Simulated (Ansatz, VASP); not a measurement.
# Cross-check of SiC between VASP and Ansatz, part 2 of 3

Aim: how closely do two programs agree when they are given the same cell, functional and k mesh? The cell is taken from a series of VASP runs on this material, whose earlier steps may have relaxed, scaled or displaced it; both programs get it as it stands. Valence electrons are named where the data sets of a main pair hold unlike numbers.

VASP 6.6.1 and Ansatz 0.2.0.

So far. Step 3 (VASP: band structure, PBE): The run ends at a pressure of 3.76 GPa, with forces up to 0.0034 eV/Å.

### 4. Comparison

Known differences besides the potentials themselves: the cutoff is 420 eV in Ansatz and 460 eV in VASP. Total energies have different zeros and are not compared.

The two programs side by side:

| quantity | Ansatz | VASP | difference |
| --- | --- | --- | --- |
| pressure (GPa) | 3.92 | 3.76 | +0.17 |
| pressure without Ansatz's Pulay correction (GPa) | 3.63 | 3.76 | -0.12 |
| gap over the path points (eV) | 2.226 | 2.225 | +0.002 |

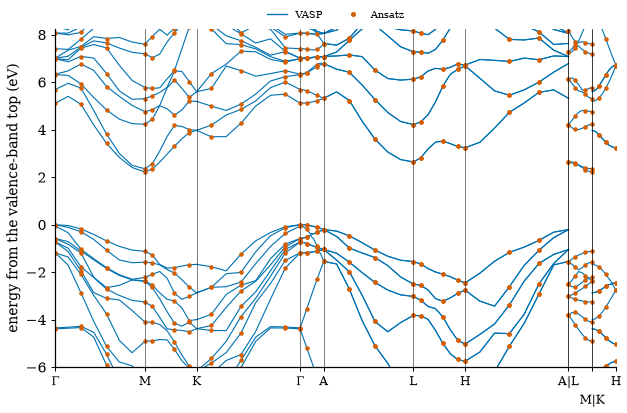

Bands from VASP (lines) and levels from Ansatz (dots). Dots without a line are higher empty bands that the VASP plot leaves out.

Levels at points of the path, from each program's valence-band top (eV; 4 filled, then empty):

| k (reciprocal lattice) | Ansatz | VASP |
| --- | --- | --- |
| 0.000 0.000 0.000 | -0.58 -0.05 0.00 0.00 5.11 5.69 6.30 | -0.58 -0.05 0.00 0.00 5.12 5.70 6.32 |
| 0.143 0.000 0.000 | -1.11 -1.03 -0.29 -0.17 5.07 5.76 5.93 | -1.11 -1.03 -0.29 -0.17 5.07 5.76 5.93 |
| 0.286 0.000 0.000 | -1.84 -1.81 -1.07 -0.68 3.43 3.82 4.83 | -1.84 -1.81 -1.07 -0.68 3.43 3.82 4.83 |
| 0.500 0.000 0.000 | -2.36 -2.22 -1.58 -1.12 2.23 2.36 4.23 | -2.36 -2.22 -1.58 -1.12 2.23 2.36 4.23 |
| 0.476 0.048 0.000 | -2.54 -2.09 -1.60 -1.28 2.35 2.57 4.44 | -2.54 -2.08 -1.60 -1.28 2.35 2.57 4.44 |
| 0.405 0.190 0.000 | -3.21 -2.89 -2.04 -1.81 3.31 4.18 4.62 | -3.21 -2.89 -2.04 -1.81 3.31 4.18 4.62 |
| 0.357 0.286 0.000 | -4.04 -3.02 -2.63 -1.69 3.88 4.00 5.21 | -4.04 -3.02 -2.63 -1.69 3.88 4.00 5.21 |
| 0.286 0.286 0.000 | -3.77 -2.64 -2.64 -1.77 3.70 4.19 4.99 | -3.77 -2.64 -2.64 -1.77 3.70 4.19 4.99 |
| 0.190 0.190 0.000 | -2.55 -2.42 -2.01 -1.24 4.28 4.86 5.08 | -2.55 -2.42 -2.01 -1.24 4.27 4.86 5.08 |
| 0.048 0.048 0.000 | -0.81 -0.37 -0.13 -0.09 5.50 6.00 6.23 | -0.81 -0.37 -0.13 -0.08 5.50 6.01 6.23 |

Among the levels compared at these points, filled levels agree within 1 meV and empty ones within 18 meV. Ansatz's pressure holds a Pulay correction of 0.29 GPa; VASP's holds none.

### 5. VASP: band structure, r2SCAN

Levels along a path test the potential and the projectors away from the mesh points.

File INCAR:

```
SYSTEM = SiC
PREC = Accurate
ENCUT = 460
EDIFF = 1E-06
NELM = 100
ISMEAR = 0
SIGMA = 0.03
LREAL = .FALSE.
ALGO = Normal
METAGGA = R2SCAN
LASPH = .TRUE.
NBANDS = 36
LORBIT = 11
LWAVE = .FALSE.
LCHARG = .FALSE.
KPAR = 8
```

File POSCAR:

```
SiC
1.0
    3.0756941497      0.0000000000      0.0000000000
   -1.5378470748      2.6636292679      0.0000000000
    0.0000000000      0.0000000000     10.0706464800
Si C
4 4
Direct
    0.0000000000      0.0000000000      0.1878943800
    0.0000000000      0.0000000000      0.6878943800
    0.3333333333      0.6666666667      0.4378419800
    0.6666666667      0.3333333333      0.9378419800
    0.0000000000      0.0000000000      0.0004600500
    0.0000000000      0.0000000000      0.5004600500
    0.3333333333      0.6666666667      0.2498025900
    0.6666666667      0.3333333333      0.7498025900
```

File KPOINTS:

```
Automatic mesh
0
Gamma
8 8 2
0 0 0
```

File KPOINTS_OPT:

```
Line mode
8
Line-mode
Reciprocal
  0.00000000   0.00000000   0.00000000 GAMMA
  0.50000000   0.00000000   0.00000000 M

  0.50000000   0.00000000   0.00000000 M
  0.33333333   0.33333333   0.00000000 K

  0.33333333   0.33333333   0.00000000 K
  0.00000000   0.00000000   0.00000000 GAMMA

  0.00000000   0.00000000   0.00000000 GAMMA
  0.00000000   0.00000000   0.50000000 A

  0.00000000   0.00000000   0.50000000 A
  0.50000000   0.00000000   0.50000000 L

  0.50000000   0.00000000   0.50000000 L
  0.33333333   0.33333333   0.50000000 H

  0.33333333   0.33333333   0.50000000 H
  0.00000000   0.00000000   0.50000000 A

  0.50000000   0.00000000   0.50000000 L
  0.50000000   0.00000000   0.00000000 M

  0.33333333   0.33333333   0.00000000 K
  0.33333333   0.33333333   0.50000000 H
```

PAW data sets: Si and C (PBE family, release 64).

Command:

```console
$ mpirun -np 8 vasp_std
```

Numbers of over 12 decimals in the logs are rounded to 6 here.

The log of the run:

```text
[banner, memory and clock lines left out]
running    8 mpi-ranks, on    1 nodes
[...]
[... a notice as in an earlier step ...]

|                                                                             |
|               ----> ADVICE to this user running VASP <----                  |
|                                                                             |
|     You enforced a specific xc type in the INCAR file but a different       |
|     [... a line on the potential file left out ...]
|     I HOPE YOU KNOW WHAT YOU ARE DOING!                                     |
|                                                                             |

 LDA part: xc-table for (None), standard interpolation
 POSCAR, INCAR and KPOINTS ok, starting setup
[...]
entering main loop
       N       E                     dE             d eps       ncg     rms          rms(c)
DAV:   1     0.274505780861E+02    0.27451E+02   -0.13107E+04  1440   0.753E+02
DAV:   2    -0.840501190476E+02   -0.11150E+03   -0.10454E+03  1800   0.156E+02
[...]
DAV:  11    -0.773150279894E+02   -0.42752E-04   -0.79112E-05  1632   0.541E-02    0.263E-02
DAV:  12    -0.773150249016E+02    0.30878E-05   -0.10913E-05  1728   0.137E-02    0.726E-03
DAV:  13    -0.773150249366E+02   -0.34958E-07   -0.40797E-07   892   0.291E-03
   1 F= -.77315025E+02 E0= -.77315025E+02  d E =-.513972E-22
 Start KPOINTS_OPT (optional k-point list driver)
k-point batch [1-20\72]
       N       E                     dE             ncg
DAV:   1     0.332959101145E+04   -0.15352E+05     1440
DAV:   2     0.122102245397E+04   -0.21086E+04     1784
DAV:   3     0.112958482476E+04   -0.91438E+02     1896
DAV:   4     0.112894650662E+04   -0.63832E+00     1788
DAV:   5     0.112894164147E+04   -0.48652E-02     1820
DAV:   6     0.112894159047E+04   -0.50994E-04     1812
DAV:   7     0.112894158992E+04   -0.55102E-06     1520
[...]
k-point batch [61-72\72]
       N       E                     dE             ncg
DAV:   1     0.730811708319E+04   -0.13266E+05      864
DAV:   2     0.614808171990E+04   -0.11600E+04     1048
DAV:   3     0.610181836361E+04   -0.46263E+02     1192
DAV:   4     0.610150715833E+04   -0.31121E+00     1068
DAV:   5     0.610150480670E+04   -0.23516E-02     1044
DAV:   6     0.610150478269E+04   -0.24005E-04     1116
DAV:   7     0.610150478245E+04   -0.24116E-06      856
```

OUTCAR, selected parts (step 5):

```text
  Total        0.0992929      0.0992929      0.0908125      0.0000000      0.0000000     -0.0000000
  in kB        1.9282104      1.9282104      1.7635266      0.0000000      0.0000000     -0.0000000
  external PRESSURE =       1.8733158 kB  Pullay stress =       0.0000000 kB

 POSITION                                       TOTAL-FORCE (eV/Angst)
 -----------------------------------------------------------------------------------
      0.00000      0.00000      1.89222        -0.000000     -0.000000     -0.002117
      0.00000      0.00000      6.92754         0.000000     -0.000000     -0.002117
     -0.00000      1.77575      4.40935        -0.000000      0.000000      0.001161
      1.53785      0.88788      9.44468         0.000000      0.000000      0.001161
      0.00000      0.00000      0.00463        -0.000000      0.000000      0.001646
      0.00000      0.00000      5.03996         0.000000      0.000000      0.001646
     -0.00000      1.77575      2.51567         0.000000      0.000000     -0.000690
      1.53785      0.88788      7.55100        -0.000000      0.000000     -0.000690
 -----------------------------------------------------------------------------------
    total drift:                                0.000000      0.000000      0.001961

  FREE ENERGIE OF THE ION-ELECTRON SYSTEM (eV)
  ---------------------------------------------------
  free  energy   TOTEN  =       -77.3150249366 eV

  energy  without entropy=      -77.3150249366  energy(sigma->0) =      -77.31502494

[... 2 parts as in an earlier step ...]

[... 1 further part left out ...]
[key lines of the parts left out:]
E-fermi :   8.2866
```

The run ends at a pressure of 0.19 GPa, with forces up to 0.0021 eV/Å.

### 6. Ansatz: band structure, r2SCAN

The same cell, functional, mesh and smearing now go to Ansatz, which takes its cutoff from its data sets.

The cell is taken from a series of VASP runs on this material, whose earlier steps may have relaxed, scaled or displaced it; both programs get it as it stands.

File input.yaml:

```yaml
crystal:
  lattice:
    - [3.0756941497, 0.0, 0.0]
    - [-1.5378470748, 2.6636292679, 0.0]
    - [0.0, 0.0, 10.07064648]
  atoms:
    - { symbol: Si, position: [0.0, 0.0, 0.18789438] }
    - { symbol: Si, position: [0.0, 0.0, 0.68789438] }
    - { symbol: Si, position: [0.3333333333, 0.6666666667, 0.43784198] }
    - { symbol: Si, position: [0.6666666667, 0.3333333333, 0.93784198] }
    - { symbol: C, position: [0.0, 0.0, 0.00046005] }
    - { symbol: C, position: [0.0, 0.0, 0.50046005] }
    - { symbol: C, position: [0.3333333333, 0.6666666667, 0.24980259] }
    - { symbol: C, position: [0.6666666667, 0.3333333333, 0.74980259] }
hamiltonian:
  xc: r2scan
  pseudopotentials: { kind: paw }
kpoints:
  mp_grid: { grid: [8, 8, 2] }
  band_path:
    path:
      - [0.0, 0.0, 0.0]
      - [0.14286, 0.0, 0.0]
      - [0.28571, 0.0, 0.0]
      - [0.5, 0.0, 0.0]
      - [0.47619, 0.04762, 0.0]
      - [0.40476, 0.19048, 0.0]
      - [0.35714, 0.28571, 0.0]
      - [0.28571, 0.28571, 0.0]
      - [0.19048, 0.19048, 0.0]
      - [0.04762, 0.04762, 0.0]
      - [0.0, 0.0, 0.0]
      - [0.0, 0.0, 0.14286]
      - [0.0, 0.0, 0.35714]
      - [0.0, 0.0, 0.5]
      - [0.14286, 0.0, 0.5]
      - [0.28571, 0.0, 0.5]
      - [0.5, 0.0, 0.5]
      - [0.47619, 0.04762, 0.5]
      - [0.40476, 0.19048, 0.5]
      - [0.35714, 0.28571, 0.5]
      - [0.33333, 0.33333, 0.5]
      - [0.19048, 0.19048, 0.5]
      - [0.09524, 0.09524, 0.5]
      - [0.5, 0.0, 0.5]
      - [0.5, 0.0, 0.35714]
      - [0.5, 0.0, 0.14286]
      - [0.5, 0.0, 0.0]
      - [0.33333, 0.33333, 0.14286]
      - [0.33333, 0.33333, 0.28571]
      - [0.33333, 0.33333, 0.5]
    npoints: 1
scf:
  occupations: { method: gaussian, width: 0.03 }
  n_extra_bands: 10
output:
  forces: true
  stress: true
  eigenvalues: true
```

Command:

```console
$ ansatz run input.yaml --threads 4 --pin off --max-ram 9216MiB --backend cpu --events-out ev --progress --plain --runs-dir out
```

The log of the run:

```text
[...]
Crystal: 8 atoms, lattice volume = 82.504 Å³
Basis set: ecut = 500 eV, 2137 PW (Γ), exchange–correlation on 96×96×300 points (64 copies of the dense FFT grid, shifted against one another)
Bands: 26, of which v1, the nominal top of the filled ones, is band 16 counted from 1 (15 counted from 0)
Symmetry: 12 space group operations
[...]
k-points: 20 of 128
[...]
k-point 0: bands = [... 12 lower, 8.8608, 9.4212, 9.4726, 9.4726, 15.1404, 15.7338, 16.3554, 16.3885, ... 6 higher]
  k-point 1: bands = [... 12 lower, 9.2564, 9.2564, 9.2564, 9.2564, 15.3548, 15.3548, 16.8435, 16.8435, ... 6 higher]
  k-point 2: bands = [... 12 lower, 8.4848, 8.4858, 9.2300, 9.3362, 15.2625, 15.9661, 16.0505, 16.7469, ... 6 higher]
  k-point 19: bands = [... 12 lower, 6.3172, 6.3172, 7.1618, 7.1618, 13.2826, 13.2826, 16.4404, 16.4404, ... 6 higher]
[key lines of the parts left out:]
SCF converged after 8 iterations
Free energy (F): -3565.333139 eV
Fermi energy:    10.771871 eV
P = ⅓ Tr σ = 0.4189 GPa (4.189 kbar)
```

Wall time 4.3 s (4 threads of Arm Neoverse V1, shared host); peak memory 0.48 GiB; 16 s of CPU time.

For the pressure, step 4 gave 3.92 GPa; this run, with r2SCAN and cutoff 500 eV, gives 0.419 GPa (-89 %).

### 7. Differences

What differs besides the data sets and the points named for the pairs above, as far as they apply: VASP keeps PBE cores, Ansatz makes them for the functional; the cutoff is 500 eV in Ansatz and 460 eV in VASP. Total energies have different zeros and are not compared.

The two programs side by side:

| quantity | Ansatz | VASP | difference |
| --- | --- | --- | --- |
| pressure (GPa) | 0.42 | 0.19 | +0.23 |
| gap over the path points (eV) | 2.599 | 2.610 | -0.011 |

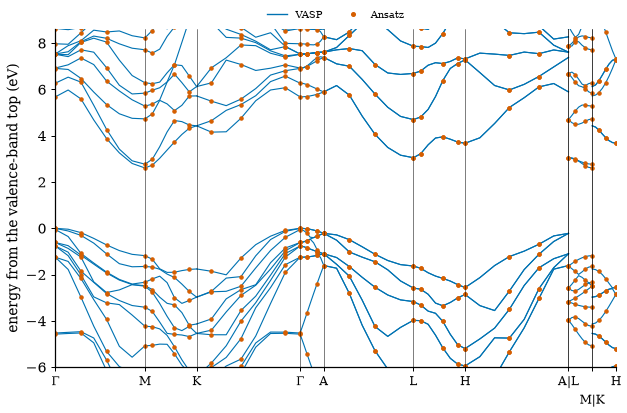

Bands from VASP (lines) and levels from Ansatz (dots). Dots without a line are higher empty bands that the VASP plot leaves out.

Levels at points of the path, from each program's valence-band top (eV; 4 filled, then empty):

| k (reciprocal lattice) | Ansatz | VASP |
| --- | --- | --- |
| 0.000 0.000 0.000 | -0.61 -0.05 0.00 0.00 5.67 6.26 6.88 | -0.61 -0.05 0.00 0.00 5.68 6.27 6.91 |
| 0.143 0.000 0.000 | -1.16 -1.08 -0.30 -0.18 5.58 6.31 6.47 | -1.16 -1.08 -0.30 -0.18 5.59 6.32 6.48 |
| 0.286 0.000 0.000 | -1.93 -1.89 -1.10 -0.71 3.87 4.27 5.34 | -1.93 -1.89 -1.10 -0.72 3.88 4.28 5.35 |
| 0.500 0.000 0.000 | -2.47 -2.33 -1.64 -1.18 2.60 2.76 4.72 | -2.48 -2.33 -1.65 -1.18 2.61 2.77 4.73 |
| 0.476 0.048 0.000 | -2.64 -2.19 -1.67 -1.33 2.72 2.98 4.94 | -2.65 -2.19 -1.67 -1.34 2.73 2.99 4.95 |
| 0.405 0.190 0.000 | -3.31 -3.00 -2.12 -1.89 3.72 4.65 5.08 | -3.31 -3.00 -2.12 -1.90 3.73 4.66 5.09 |
| 0.357 0.286 0.000 | -4.19 -3.12 -2.73 -1.77 4.32 4.46 5.71 | -4.19 -3.12 -2.73 -1.78 4.33 4.47 5.72 |
| 0.286 0.286 0.000 | -3.91 -2.74 -2.72 -1.85 4.15 4.64 5.48 | -3.92 -2.74 -2.72 -1.85 4.16 4.65 5.50 |
| 0.190 0.190 0.000 | -2.65 -2.50 -2.08 -1.28 4.75 5.34 5.57 | -2.65 -2.50 -2.09 -1.28 4.76 5.35 5.58 |
| 0.048 0.048 0.000 | -0.85 -0.39 -0.13 -0.09 6.06 6.57 6.80 | -0.85 -0.39 -0.13 -0.09 6.08 6.58 6.81 |

Among the levels compared at these points, filled levels agree within 3 meV and empty ones within 30 meV.

### 8. VASP: band structure, LDA

Levels along a path test the potential and the projectors away from the mesh points. The cell compared in this pair holds 81.25 Å³, against 82.50 Å³ for the pair before.

INCAR: that of step 5 with these lines changed.

```diff
@@ -9,4 +9,3 @@
 ALGO = Normal
-METAGGA = R2SCAN
-LASPH = .TRUE.
+GGA = CA
 NBANDS = 36
@@ -16 +15,2 @@
 KPAR = 8
+LASPH = .TRUE.
```

File POSCAR:

```
SiC
1.0
    3.0601349154      0.0000000000      0.0000000000
   -1.5300674577      2.6501545757      0.0000000000
    0.0000000000      0.0000000000     10.0190757747
Si C
4 4
Direct
    0.0000000000      0.0000000000      0.1878851084
    0.0000000000      0.0000000000      0.6878851084
    0.3333333333      0.6666666667      0.4378578359
    0.6666666667      0.3333333333      0.9378578359
    0.0000000000      0.0000000000      0.0004566014
    0.0000000000      0.0000000000      0.5004566014
    0.3333333333      0.6666666667      0.2497994544
    0.6666666667      0.3333333333      0.7497994544
```

KPOINTS is that of step 5.

KPOINTS_OPT is that of step 5.

PAW data sets: Si and C (LDA family, release 64).

Command:

```console
$ mpirun -np 8 vasp_std
```

The log of the run:

```text
[banner, memory and clock lines left out]
running    8 mpi-ranks, on    1 nodes
[...]
[... a notice as in an earlier step ...]

 LDA part: xc-table for (Slater(with rela. corr.)+CA(PZ))
 , standard interpolation
 POSCAR, INCAR and KPOINTS ok, starting setup
[...]
entering main loop
       N       E                     dE             d eps       ncg     rms          rms(c)
DAV:   1     0.413778419631E+02    0.41378E+02   -0.12855E+04  1440   0.733E+02
DAV:   2    -0.694124246772E+02   -0.11079E+03   -0.10312E+03  1796   0.152E+02
DAV:   3    -0.749001291967E+02   -0.54877E+01   -0.54292E+01  1824   0.287E+01
DAV:   4    -0.749455420207E+02   -0.45413E-01   -0.45383E-01  1700   0.314E+00
[...]
DAV:  12    -0.665847705367E+02    0.11903E-04   -0.28571E-05  1608   0.235E-02    0.172E-02
DAV:  13    -0.665847694476E+02    0.10891E-05   -0.23737E-06  1536   0.761E-03    0.453E-03
DAV:  14    -0.665847694683E+02   -0.20775E-07   -0.35691E-07   828   0.236E-03
   1 F= -.66584769E+02 E0= -.66584769E+02  d E =-.365888E-11
 Start KPOINTS_OPT (optional k-point list driver)
k-point batch [1-20\72]
       N       E                     dE             ncg
DAV:   1     0.357901945050E+04   -0.15548E+05     1440
DAV:   2     0.155883676421E+04   -0.20202E+04     1800
DAV:   3     0.147042699539E+04   -0.88410E+02     1856
DAV:   4     0.146976787017E+04   -0.65913E+00     1784
DAV:   5     0.146976234247E+04   -0.55277E-02     1800
DAV:   6     0.146976227901E+04   -0.63458E-04     1856
DAV:   7     0.146976227825E+04   -0.76484E-06     1524
[...]
k-point batch [61-72\72]
       N       E                     dE             ncg
DAV:   1     0.751629214350E+04   -0.13193E+05      864
DAV:   2     0.637704577311E+04   -0.11392E+04     1068
DAV:   3     0.633083767412E+04   -0.46208E+02     1164
DAV:   4     0.633050473342E+04   -0.33294E+00     1060
DAV:   5     0.633050204501E+04   -0.26884E-02     1108
DAV:   6     0.633050201616E+04   -0.28845E-04     1092
DAV:   7     0.633050201586E+04   -0.30319E-06      920
```

From OUTCAR (step 8):

```text
  Total       -0.0357072     -0.0357072     -0.0644343      0.0000000      0.0000000      0.0000000
  in kB       -0.7040888     -0.7040888     -1.2705405      0.0000000      0.0000000      0.0000000
  external PRESSURE =      -0.8929060 kB  Pullay stress =       0.0000000 kB

 POSITION                                       TOTAL-FORCE (eV/Angst)
 -----------------------------------------------------------------------------------
      0.00000      0.00000      1.88244         0.000000      0.000000      0.002060
      0.00000      0.00000      6.89197        -0.000000      0.000000      0.002060
     -0.00000      1.76677      4.38693        -0.000000      0.000000     -0.003330
      1.53007      0.88338      9.39647         0.000000     -0.000000     -0.003330
      0.00000      0.00000      0.00457        -0.000000     -0.000000     -0.000329
      0.00000      0.00000      5.01411         0.000000      0.000000     -0.000329
     -0.00000      1.76677      2.50276        -0.000000     -0.000000      0.001599
      1.53007      0.88338      7.51230         0.000000      0.000000      0.001599
 -----------------------------------------------------------------------------------
    total drift:                               -0.000000     -0.000000     -0.000114

  FREE ENERGIE OF THE ION-ELECTRON SYSTEM (eV)
  ---------------------------------------------------
  free  energy   TOTEN  =       -66.5847694683 eV

  energy  without entropy=      -66.5847694683  energy(sigma->0) =      -66.58476947

[... 1 part as in an earlier step ...]

[... 2 further parts left out ...]
[key lines of the parts left out:]
E-fermi :   8.4692
```

The run ends at a pressure of -0.09 GPa, with forces up to 0.0033 eV/Å.

(Part 2 of 3 ends here.)

[Lines on the potential files, build, host, timing and source positions are cut from VASP's logs without a mark.]

[Logs are printed without paths, hosts, clocks, repeated set-up lines and the standing remarks that a program may print on its own settings, such as how far it seeks lower states.]

[Hosts, paths, dates, database ids (printed as entryN), source tags and the programs' standing remarks are cut or masked in the printed files.]
